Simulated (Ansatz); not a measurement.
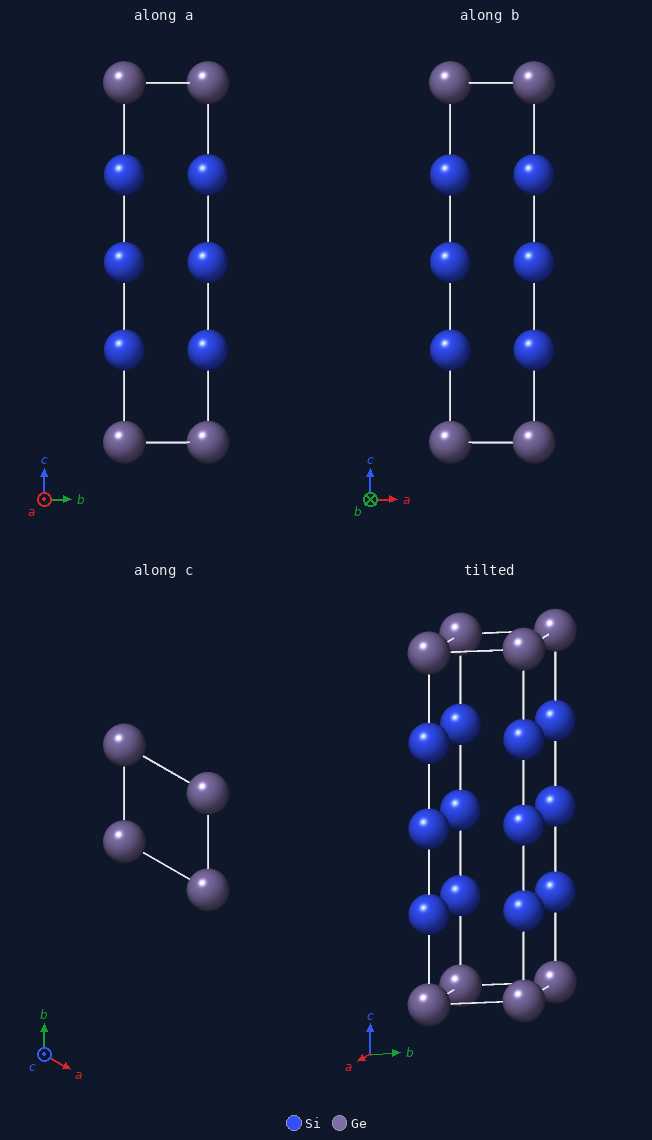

Spheres-only model, viewed along the a axis, along the b axis, along the c axis and slightly off an axis. The frame is the conventional unit cell; atoms at its boundary are shown with their periodic copies.

Lattice parameters: a = 2.715 Å, b = 2.715 Å, c = 10.111 Å, α = 90.00°, β = 90.00°, γ = 120.00°. Put a along x and b in the xy plane.

Reconstruct the structure as a POSCAR file, with free fractional coordinates to two decimals.

```
Si Ge
1.0
     2.715    0.000    0.000
    -1.357    2.351    0.000
     0.000    0.000   10.111
Si Ge
3 1
Direct
  0.00 0.00 0.50
  0.00 0.00 0.74
  0.00 0.00 0.26
  0.00 0.00 0.00
```

Origin of the cell: a random cell made by a generator, so it need not be a real form of the compound. Earlier steps of the study may have refined or changed the cell and positions. It was the input of a calculation with Ansatz.
